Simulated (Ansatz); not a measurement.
## Electronic structure of SiH4···H3Si (doublet) in real space

```xyz
9

H    -0.0759   -0.3059   -0.7594
Si    0.2332    0.9495    2.3520
Si   -0.2116   -0.8603   -2.1316
H    -0.3648    2.3100    2.3529
H     1.6828    0.9996    2.6753
H    -0.4930    0.0428    3.2789
H     0.7674   -1.9608   -2.3207
H     0.0498    0.2102   -3.1269
H    -1.5878   -1.3853   -2.3204
```

The product side of a reaction path; geometry: PBE0-D4/def2-TZVP.

These are results of Ansatz, UKS PBE0-D4/def2-TZVPP, not measurements.

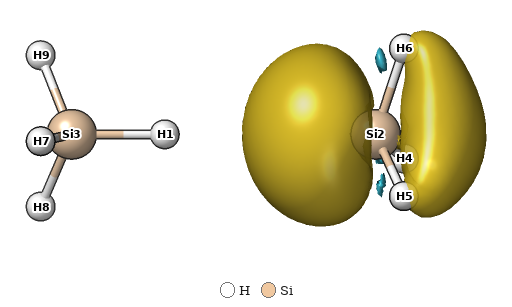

Figure 1. Isosurfaces of the spin density at +0.015 (yellow) and −0.015 e/Å³ (cyan), seen from one side.

**Describe the spin distribution.**

The unpaired spin (1 electron) lies mostly on Si2 (about 0.8), in electrons by Hirshfeld's partition.

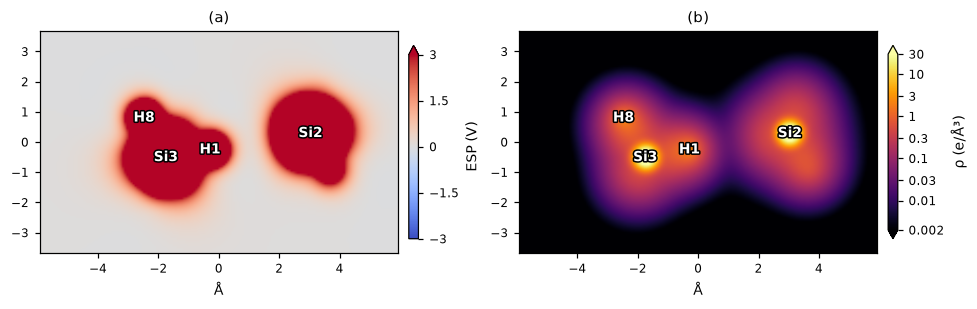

Figure 2. (a) electrostatic potential; (b) total electron density on the plane of atoms H1, Si3 and H8.

**What do the fields say about this system?**

The section cuts through H and Si sites. Si2···H1 (3.37 Å): the density falls to about 0.03 e/Å³ on the way (a non-bonded, intermolecular contact). Si–H (1.49 Å): ρ is about 0.81 e/Å³ halfway. The potential has no marked negative region in this plane.

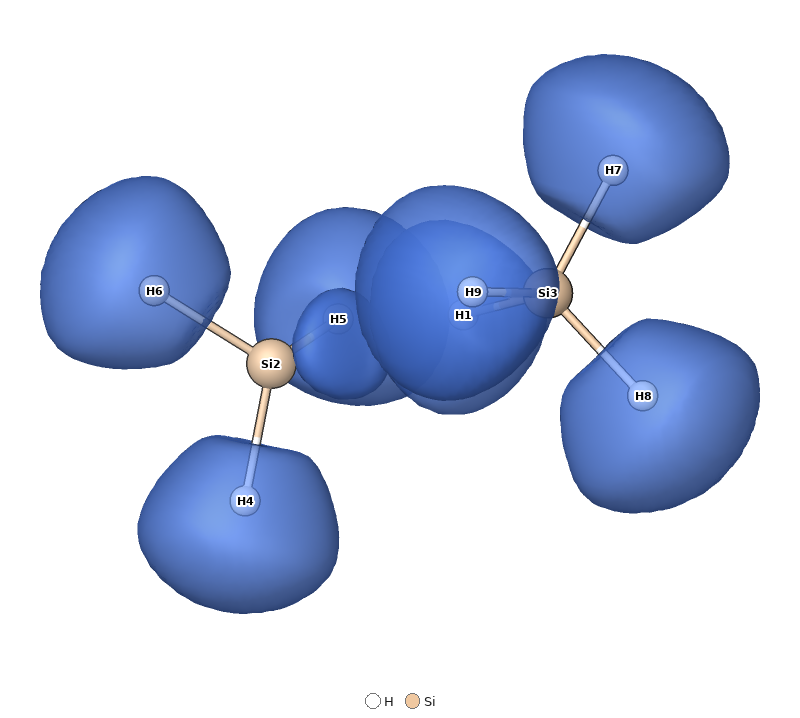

Figure 3. Isosurface of the electron localisation function at 0.9 (blue), seen at an oblique angle. Only the valence region is drawn (cores and ρ < 0.01 e/Å³ removed).

**Identify the bonds, lone pairs and shells in this picture.**

At this value the surface marks out seven regions around hydrogen nuclei and one lobe on Si, pointing away from the bonds (non-bonding electrons). Along the contacts the grid gives the following. Si2···H1 (3.37 Å): the ELF dips to about 0.05 between them: a weak contact between the two molecules. Si–H (1.48 Å): the ELF climbs to about 1 towards the hydrogen, as it does in any bond to H.
